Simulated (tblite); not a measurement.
**C₂H₅Cl₂Si₂: frequency calculation**

The run: frequency calculation of C₂H₅Cl₂Si₂, multiplicity 2. Method and program: GFN2-xTB harmonic vibrations, gas phase (tblite 0.8.0).

It belongs to a series of runs on one base structure; here: H removed from Si.

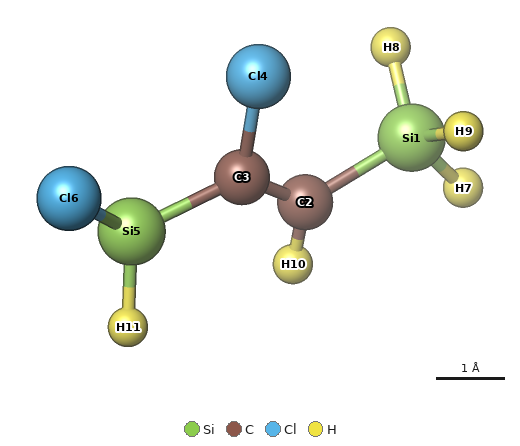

*The structure as given in the input (ball-and-stick view, seen at a tilt; atoms are numbered from 1 in the order of the input).*

Bond lengths as drawn: Cl–Si 2.01 Å, C–C 1.34 Å, C–Cl 1.75 Å, C–H 1.08 Å, C–Si 1.85 to 1.88 Å and H–Si 1.45 to 1.47 Å.

Results in brief:

```json
{"quantity": "outcome", "value": "converged"}
{"quantity": "total energy", "value": "−526.5630 eV"}
{"quantity": "zero-point energy", "value": "34.6020 kcal/mol"}
{"quantity": "hardware", "value": "1 CPU thread, shared host"}
{"quantity": "peak memory", "value": "0.18 GiB"}
```

Input:
```
{"job": {"kind": "ir", "xc": "GFN2-xTB", "basis": "xTB"}, "charge": 0, "multiplicity": 2}
Si    -2.114099     0.124757    -0.113306
C     -0.319352    -0.198054    -0.553416
C      0.697188    -0.048757     0.311286
Cl     0.309695     0.411251     1.951884
Si     2.486457    -0.432749     0.022051
Cl     3.791972     0.370249     1.319049
H     -2.898045    -0.119692    -1.325924
H     -2.538344    -0.778452     0.959379
H     -2.279512     1.514911     0.318298
H     -0.054716    -0.498491    -1.556853
H      2.924182    -0.342304    -1.358411
```

The first line tells a small driver script what to run in tblite; the rest is the geometry in Å.

Launch command:
```bash
OMP_NUM_THREADS=1 python <driver script> task.json out
```

What the program printed:
```
mode    cm-1     km/mol
  1      43.0      0.87
  2      76.0      0.31
  3     119.1      1.56
  4     127.6      2.07
  5     137.8      0.36
  6     197.9      3.96
  7     299.5     64.39
  8     358.2     43.43
  9     410.0     39.05
 10     492.6     86.45
 11     537.0      2.89
 12     546.2     66.00
 13     574.5     39.21
 14     624.8    195.56
 15     741.0      2.13
 16     777.8    246.30
 17     783.1    156.26
 18     794.6    154.76
 19     805.2    431.91
 20     906.0     62.85
 21    1199.6     15.78
 22    1511.4    280.16
 23    2239.6    335.40
 24    2246.1    227.58
 25    2252.6    307.10
 26    2344.7    235.29
 27    3058.2     27.21
```

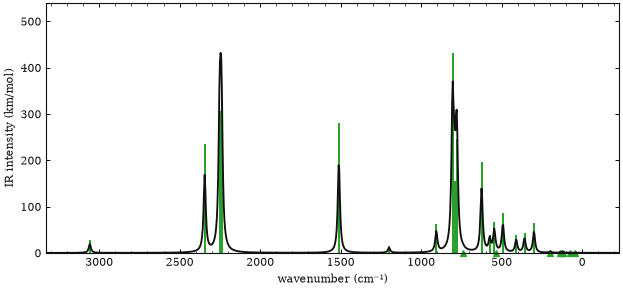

*Harmonic infrared spectrum, unscaled: sticks (degenerate modes added up, dark ones marked on the axis) with a Lorentzian envelope of 16 cm⁻¹ full width, scaled to the tallest stick.*

27 modes from 43 to 3058 cm⁻¹, none imaginary. The strongest line is at 805 cm⁻¹ (432 km/mol).
